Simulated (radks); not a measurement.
**Atomic calculation, with input and output: Ru³⁺**

System: the ruthenium ion Ru³⁺ in the configuration [Kr] 4d4.75 5s0.25 (4d: 4.75 up, 0 down, 5s: 0.25 up, 0 down).
Method: scalar-relativistic Kohn-Sham, r2SCAN, spin-polarised, spherical densities, finite nucleus (the in-house radial solver radks).

## The input
```
Z 44
configuration [Kr] 4d4.75 5s0.25 5p0 6s0
relativity scalar-relativistic
functional r2scan,r2scan
spin polarised
nucleus finite rms 4.4809 fm
c 137.035999084
```

Energies in input and log are in hartree, lengths in bohr (the nuclear radius in fm).

Hardware: 1 CPU thread, shared host.

Launched within a batch (the task file carries these settings):
```bash
python <driver script> task.json out
```

## The program's output
```
1s      1   1.0000        -809.20755496
2s      1   1.0000        -118.00169782
2p      1   3.0000        -105.72243522
3s      1   1.0000         -22.09334524
3p      1   3.0000         -18.02526203
3d      1   5.0000         -11.50389961
4s      1   1.0000          -4.27485948
4p      1   3.0000          -3.13321386
4d      1   4.7500          -1.48225786
5s      1   0.2500          -1.08667732
5p      1   0.0000          -0.81878629
6s      1   0.0000          -0.46146597
1s      2   1.0000        -809.20845159
2s      2   1.0000        -117.95950631
2p      2   3.0000        -105.69169599
3s      2   1.0000         -22.08126154
3p      2   3.0000         -18.00862104
3d      2   5.0000         -11.47042801
4s      2   1.0000          -4.09920872
4p      2   3.0000          -2.94297397
4d      2   0.0000          -1.26708434
5s      2   0.0000          -0.90708336
5p      2   0.0000          -0.68040379
6s      2   0.0000          -0.41996089
Etot -4529.405349024895
Ekin 4684.079895107247
Encl -10871.870934323419
Eh 1791.3555837690146
Exc -132.96989357773822
err 1.0440188691217267e-06
it 12
```

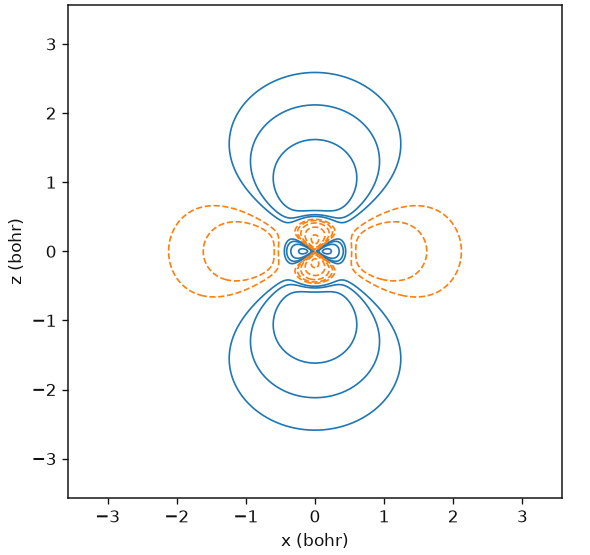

*One occupied orbital of up spin is shown. In the xz plane through the nucleus, contours of ψ are drawn, solid for positive and dashed for negative values, each about twice the one before. The radial function comes from the spherical calculation and is multiplied by a real spherical harmonic; the overall sign is chosen so that the largest lobe of P(r) is positive; at the scalar-relativistic level it is the large component.*

It is 4d(z²) of up spin. It has two nodal cones about z and 1 radial node, at r = 0.483 bohr. The outermost maximum of P² lies at 1.16 bohr, ⟨r⟩ = 1.41 bohr, 90 % of the charge lies within 2.17 bohr, and the eigenvalue is −40.3 eV, with 4.75 electrons in the shell for this spin.

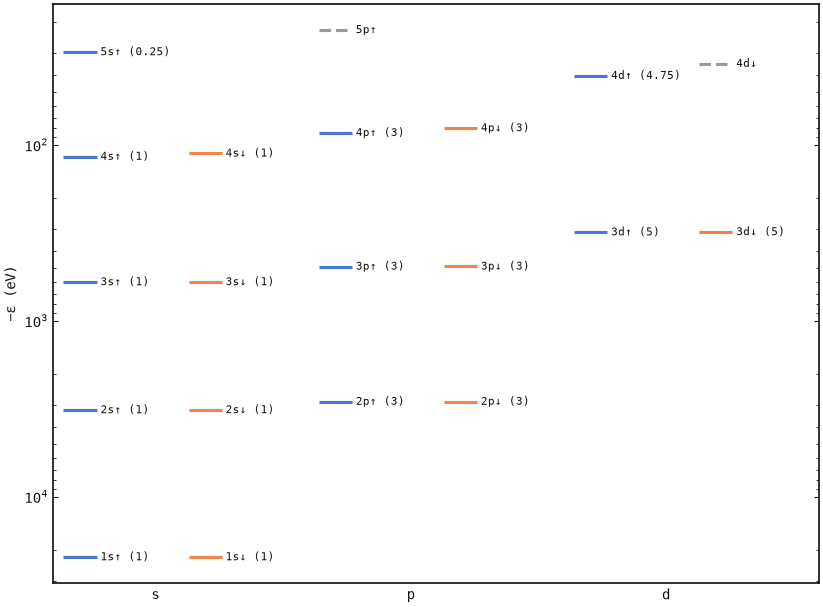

*The occupied levels and a few empty ones, on a logarithmic scale of binding energy, are drawn by angular momentum (occupations in brackets, up spins at the left of each column and down spins at the right, empty levels dashed).*

The highest occupied level is 5s up at −29.6 eV. The highest 6 occupied levels, from the top down, are 5s up (−29.6 eV), 4d up (−40.3 eV), 4p down (−80.1 eV), 4p up (−85.3 eV), 4s down (−111.5 eV), 4s up (−116.3 eV). The lowest empty level drawn is 4d down at −34.5 eV. The largest exchange splitting (down less up) among the shells drawn in both spins is that of 4d, 5.86 eV. The order isn't aufbau: the empty 4d down level lies under the highest occupied one.

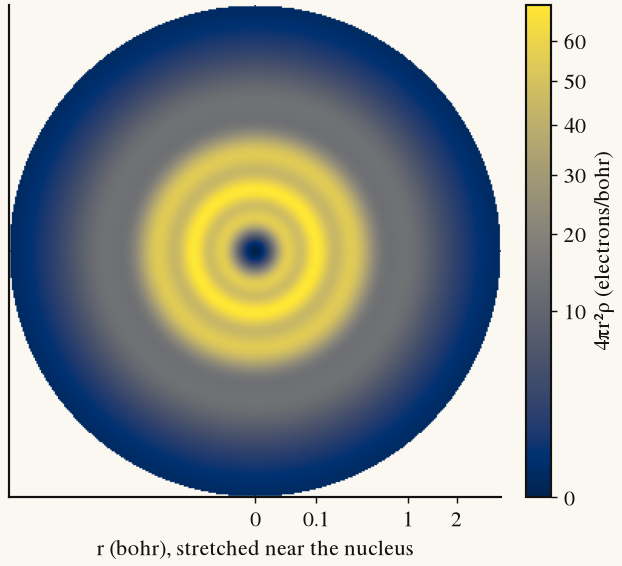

*The radial density 4πr²ρ as a disc about the nucleus, with the radius drawn as r to the power 0.4.*

There are 4 maxima, at r = 0.0235, 0.104, 0.319 and 0.938 bohr, parted by minima at 0.0467, 0.205 and 0.750 bohr, inside which lie 2.0, 11.1 and 29.1 electrons. The outermost maximum rises little above the minimum before it. The configuration has 5 principal shells, so not every shell has a maximum of its own.

## Results in brief

- outcome: converged
- total energy: −4529.4053 hartree
- kinetic energy: 4684.0799 hartree
- electron–nucleus energy: −10871.8709 hartree
- Hartree energy: 1791.3556 hartree
- exchange–correlation energy: −132.969894 hartree
- radius at density 0.001 e/bohr³: 3.32 bohr
- SCF iterations: 12
